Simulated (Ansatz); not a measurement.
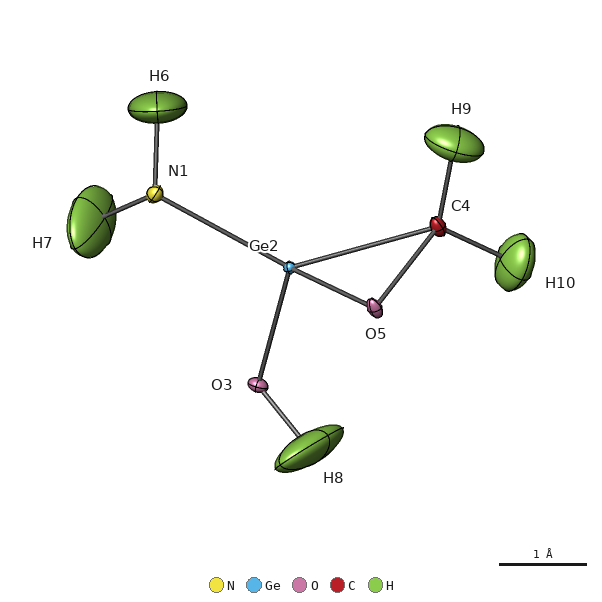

Displacement ellipsoids at the 50 % level, enlarged 1.5 times, from the internal vibrations of the free molecule (harmonic, no overall translation or rotation; no half-axis is drawn under 0.075 Å). Vibrations computed with RKS PBE0-D4/def2-TZVP (Ansatz 0.2.0). Temperature: 0 K (zero-point motion alone).

Give the displacement parameters, one line for each set of equivalent atoms.

| atom | U_eq (Å²) | rms amplitudes (Å) |
| --- | --- | --- |
| N1 | 0.0022 | 0.040, 0.046, 0.054 |
| Ge2 | 0.00035 | 0.015, 0.018, 0.022 |
| O3 | 0.0020 | 0.037, 0.042, 0.052 |
| C4 | 0.0022 | 0.038, 0.044, 0.057 |
| O5 | 0.0020 | 0.030, 0.040, 0.058 |
| H6 | 0.0296 | 0.079, 0.147, 0.247 |
| H7 | 0.0297 | 0.081, 0.148, 0.246 |
| H8 | 0.0303 | 0.077, 0.151, 0.250 |
| H9 | 0.0164 | 0.085, 0.136, 0.154 |
| H10 | 0.0164 | 0.084, 0.136, 0.153 |
